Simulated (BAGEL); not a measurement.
# A workflow on C2H5FSi (SMILES FC=C[SiH3])

We compute a single-point energy (HF/def2-SV(P)), then the energy (NEVPT2(2,2)/def2-SV(P)), then the energy (CASPT2(2,2)/def2-SV(P)) of C2H5FSi. 

The calculation is run with BAGEL 1.2.2.

2 further runs of the same task are left out: 2 set aside as unsound or not needed.

## Step 1: The structure to begin with

C2H5FSi has 9 atoms, charge 0, and is taken as a singlet. As SMILES, `FC=C[SiH3]`. The C3–H6 distance was set to 1.739 Å, away from the relaxed value. At this shape a bond of the SMILES string is far longer than usual.

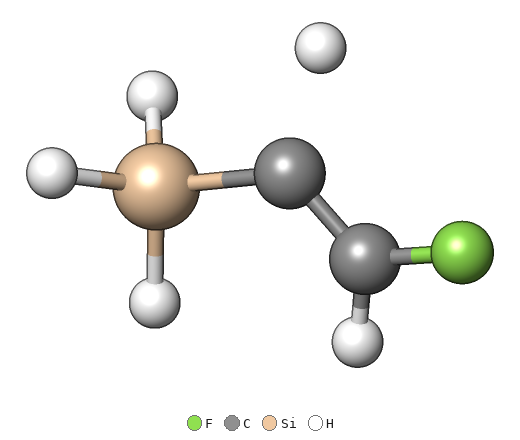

Viewed from a chosen angle; fluorine green, carbon grey, silicon light orange, hydrogen white.

## Step 2: The energy at HF/def2-SV(P) (density fitting with svp-jkfit) (run 1)

input.json

```json
{ "bagel": [

{
  "title": "molecule",
  "basis": "def2-sv_p_.json",
  "df_basis": "svp-jkfit",
  "angstrom": false,
  "geometry": [
    { "atom": "F", "xyz": [    -1.95071515,     4.57687132,    -0.19234199 ] },
    { "atom": "C", "xyz": [    -0.66267782,     2.67599581,    -1.24000616 ] },
    { "atom": "C", "xyz": [    -0.20611999,     0.53096769,    -0.04399849 ] },
    { "atom": "Si", "xyz": [     1.59063161,    -2.04831950,    -1.58185761 ] },
    { "atom": "H", "xyz": [    -0.06911484,     3.13822282,    -3.14881852 ] },
    { "atom": "H", "xyz": [    -1.35323288,     0.22317666,     3.02091618 ] },
    { "atom": "H", "xyz": [     3.91423885,    -2.65416570,    -0.12355596 ] },
    { "atom": "H", "xyz": [     0.03954441,    -4.38515483,    -1.74701968 ] },
    { "atom": "H", "xyz": [     2.30570398,    -1.22175329,    -4.17002651 ] }
  ]
},

{ "title": "hf" },

{ "title": "print", "file": "orbitals.molden", "orbitals": true }

]}
```

The basis set def2-SV(P) is read from a file made from the Basis Set Exchange's data (not shown).

Command:

```bash
$ BAGEL_NUM_THREADS=1 BAGEL input.json > input.out
```

Standard output:

```text
* using 1 threads per process

  ===============================================================
  ===============================================================

  *** Geometry ***

  { "atom" : "F", "xyz" : [     -1.950715,      4.576871,     -0.192342 ] },
  { "atom" : "C", "xyz" : [     -0.662678,      2.675996,     -1.240006 ] },
  { "atom" : "C", "xyz" : [     -0.206120,      0.530968,     -0.043998 ] },
  { "atom" : "Si", "xyz" : [      1.590632,     -2.048319,     -1.581858 ] },
  { "atom" : "H", "xyz" : [     -0.069115,      3.138223,     -3.148819 ] },
  { "atom" : "H", "xyz" : [     -1.353233,      0.223177,      3.020916 ] },
  { "atom" : "H", "xyz" : [      3.914239,     -2.654166,     -0.123556 ] },
  { "atom" : "H", "xyz" : [      0.039544,     -4.385155,     -1.747020 ] },
  { "atom" : "H", "xyz" : [      2.305704,     -1.221753,     -4.170027 ] },

  Number of auxiliary basis functions:      445

  Since a DF basis is specified, we compute 2- and 3-index integrals:
    o Being stored without compression. Storage requirement is 0.017 GB

  Number of basis functions:       70
  Number of electrons      :       40

    * METHOD: MOLECULE                             0.17

  *** RHF ***

  === Nuclear Repulsion ===
   146.7330618292

      * DIIS with orbital gradients will be used.

  === RHF iteration (def2-sv_p_.json) ===
      0       -466.49154614          0.01646117           0.04
      1       -466.60567607          0.00837051           0.04
      2       -466.63283558          0.00192120           0.04
      3       -466.63498543          0.00051886           0.04
      4       -466.63510751          0.00013604           0.04
      5       -466.63512085          0.00003921           0.04
      6       -466.63512196          0.00002067           0.04
      7       -466.63512221          0.00000471           0.04
      8       -466.63512223          0.00000177           0.04
      9       -466.63512223          0.00000076           0.04
     10       -466.63512223          0.00000027           0.04
     11       -466.63512223          0.00000013           0.04
     12       -466.63512223          0.00000005           0.04
     13       -466.63512223          0.00000003           0.04
     14       -466.63512223          0.00000001           0.04
    * SCF iteration converged.

    * Permanent dipole moment:
           (   -0.256279,     0.196232,     0.401932) a.u.

    * METHOD: HF                                   0.70

    * METHOD: PRINT                                0.01

  ===============================================================
```

Run time: 1 s. Hardware: 1 thread of Arm Neoverse V1, shared host; peak memory 0.15 GiB.

## Step 3: The energy at NEVPT2(2,2)/def2-SV(P) (density fitting with svp-jkfit) (run 2)

calc.json

```json
{ "bagel" : [

{
  "title" : "molecule",
  "basis" : "def2-sv_p_.json",
  "df_basis" : "svp-jkfit",
  "geometry" : [
    { "atom" : "F", "xyz" : [ -1.95071515,  4.57687132, -0.19234199 ] },
    { "atom" : "C", "xyz" : [ -0.66267782,  2.67599581, -1.24000616 ] },
    { "atom" : "C", "xyz" : [ -0.20611999,  0.53096769, -0.04399849 ] },
    { "atom" : "Si", "xyz" : [  1.59063161, -2.04831950, -1.58185761 ] },
    { "atom" : "H", "xyz" : [ -0.06911484,  3.13822282, -3.14881852 ] },
    { "atom" : "H", "xyz" : [ -1.35323288,  0.22317666,  3.02091618 ] },
    { "atom" : "H", "xyz" : [  3.91423885, -2.65416570, -0.12355596 ] },
    { "atom" : "H", "xyz" : [  0.03954441, -4.38515483, -1.74701968 ] },
    { "atom" : "H", "xyz" : [  2.30570398, -1.22175329, -4.17002651 ] }
  ]
},
{ "title" : "hf" },
{ "title" : "nevpt2", "nstate" : 1, "nact" : 2, "nclosed" : 19, "active" : [19, 21], "maxiter" : 200, "natocc" : true, "ncore" : 8 },
{ "title" : "print", "file" : "orbitals.molden", "orbitals" : true }

]}
```

The basis set def2-SV(P) is read from a file made from the Basis Set Exchange's data (not shown).

Command:

```bash
$ BAGEL_NUM_THREADS=1 BAGEL calc.json > calc.out
```

Standard output:

```text
* using 1 threads per process

  ===============================================================
  ===============================================================

  *** Geometry ***

  { "atom" : "F", "xyz" : [     -1.950715,      4.576871,     -0.192342 ] },
  { "atom" : "C", "xyz" : [     -0.662678,      2.675996,     -1.240006 ] },
  { "atom" : "C", "xyz" : [     -0.206120,      0.530968,     -0.043998 ] },
[... 5 lines of this table left out ...]
  { "atom" : "H", "xyz" : [      2.305704,     -1.221753,     -4.170027 ] },

  Number of auxiliary basis functions:      445

  Since a DF basis is specified, we compute 2- and 3-index integrals:
    o Being stored without compression. Storage requirement is 0.017 GB

[... 18 lines left out ...]
    * SCF iteration converged.
[... 1 line left out ...]
    * Permanent dipole moment:
[... 28 lines left out ...]
    * Second-order optimization converged. *

     guess   0:   closed 1.                   open ..

  === FCI iteration ===

      0  0      -466.63340864     8.37e-02      0.00
      1  0      -466.67467897     2.45e-03      0.00
      2  0 *    -466.67472604     2.31e-16      0.00

     * ci vector, state   0, <S^2> = 0.0000
       2.     0.9708251351
       .2    -0.2397885676

  === DF-NEVPT2 calculation ===

    * 3-index integral transformation done
    * assembly done

      NEVPT2 correlation energy:   -0.4924873908      0.11

          (+0)     -0.4399006158
          (+0)'    -0.0146547731
          (+1)     -0.0083125423
          (+1)'    -0.0000000000
          (+2)     -0.0003010271
          (-1)     -0.0269062470
          (-1)'     0.0000000000
          (-2)     -0.0024121855

      NEVPT2 total energy:       -467.1672134338

    * METHOD: NEVPT2                               2.31

    * METHOD: PRINT                                0.01

  ===============================================================
```

Run time: 3.6 s. Hardware: 1 thread of Arm Neoverse V1, shared host; peak memory 0.15 GiB.

## Step 4: The energy at CASPT2(2,2)/def2-SV(P) (density fitting with svp-jkfit) (run 3)

caspt2.json

```json
{ "bagel" : [

{
  "title" : "molecule",
  "basis" : "def2-sv_p_.json",
  "df_basis" : "svp-jkfit",
  "angstrom" : false,
  "geometry" : [
    { "atom" : "F", "xyz" : [ -1.95071515,  4.57687132, -0.19234199 ] },
    { "atom" : "C", "xyz" : [ -0.66267782,  2.67599581, -1.24000616 ] },
    { "atom" : "C", "xyz" : [ -0.20611999,  0.53096769, -0.04399849 ] },
    { "atom" : "Si", "xyz" : [  1.59063161, -2.04831950, -1.58185761 ] },
    { "atom" : "H", "xyz" : [ -0.06911484,  3.13822282, -3.14881852 ] },
    { "atom" : "H", "xyz" : [ -1.35323288,  0.22317666,  3.02091618 ] },
    { "atom" : "H", "xyz" : [  3.91423885, -2.65416570, -0.12355596 ] },
    { "atom" : "H", "xyz" : [  0.03954441, -4.38515483, -1.74701968 ] },
    { "atom" : "H", "xyz" : [  2.30570398, -1.22175329, -4.17002651 ] }
  ]
},
{
  "title" : "hf"
},
{
  "title" : "casscf",
  "nstate" : 1,
  "nact" : 2,
  "nclosed" : 19,
  "active" : [19, 21],
  "maxiter" : 200,
  "natocc" : true
},
{
  "title" : "print",
  "file" : "orbitals.molden",
  "orbitals" : true
},
{
  "title" : "smith",
  "method" : "caspt2",
  "ms" : true,
  "xms" : true,
  "sssr" : true,
  "shift" : 0.2,
  "shift_imag" : true,
  "ncore" : 8
}

]}
```

The basis set def2-SV(P) is read from a file made from the Basis Set Exchange's data (not shown).

Command:

```bash
$ BAGEL_NUM_THREADS=1 BAGEL caspt2.json > caspt2.out
```

Standard output:

```text
* using 1 threads per process

  ===============================================================
  ===============================================================

  *** Geometry ***

  { "atom" : "F", "xyz" : [     -1.950715,      4.576871,     -0.192342 ] },
  { "atom" : "C", "xyz" : [     -0.662678,      2.675996,     -1.240006 ] },
  { "atom" : "C", "xyz" : [     -0.206120,      0.530968,     -0.043998 ] },
[... 5 lines of this table left out ...]
  { "atom" : "H", "xyz" : [      2.305704,     -1.221753,     -4.170027 ] },

  Number of auxiliary basis functions:      445

  Since a DF basis is specified, we compute 2- and 3-index integrals:
    o Being stored without compression. Storage requirement is 0.017 GB

[... 18 lines left out ...]
    * SCF iteration converged.
[... 1 line left out ...]
    * Permanent dipole moment:
[... 27 lines left out ...]
    * Second-order optimization converged. *
[... 9 lines left out ...]
     * ci vector, state   0, <S^2> = 0.0000
[... 16 lines left out ...]
    * Zeroth order energy : state  0       -0.8090572267
[... 4 lines left out ...]
       #      aibj      arbs      arbi      airj      risj      airs      arst      rist         Etot      error   time
[... 2 lines left out ...]
       0  -0.43836  -0.00302  -0.02787  -0.00896  -0.00045  -0.01329   0.00000   0.00000   -0.4919434  0.0011374   0.06
       1  -0.43847  -0.00303  -0.02795  -0.00906  -0.00047  -0.01350  -0.00000  -0.00000   -0.4924789  0.0001701   0.05
       2  -0.43847  -0.00303  -0.02795  -0.00906  -0.00047  -0.01351  -0.00000  -0.00000   -0.4924924  0.0000307   0.05
       3  -0.43847  -0.00303  -0.02795  -0.00906  -0.00047  -0.01351  -0.00000  -0.00000   -0.4924927  0.0000058   0.05
       4  -0.43847  -0.00303  -0.02795  -0.00906  -0.00047  -0.01351   0.00000  -0.00000   -0.4924928  0.0000009   0.05

      ------------------------------------------------------------------------------------------------------------------

    * CASPT2 energy : state  0     -467.1699366516
        w/o shift correction       -467.1672188014
        reference weight              0.8607492362

    * METHOD: SMITH                                0.41

  ===============================================================
```

It took 3.6 s on 1 thread of Arm Neoverse V1, shared host; peak memory 0.15 GiB.

## Step 5: Outcome

| quantity | value |
| --- | --- |
| run 1, HF/def2-SV(P): total energy | -466.63512 Eh |
| run 1, HF/def2-SV(P): dipole moment | 1.31 D |
| run 1, HF/def2-SV(P): HOMO energy | -10.79 eV |
| run 1, HF/def2-SV(P): LUMO energy | 2.19 eV |
| run 1, HF/def2-SV(P): HOMO–LUMO gap | 12.97 eV |
| run 2, NEVPT2(2,2)/def2-SV(P): total energy | -467.16721 Eh |
| run 3, CASPT2(2,2)/def2-SV(P): total energy | -467.16994 Eh |
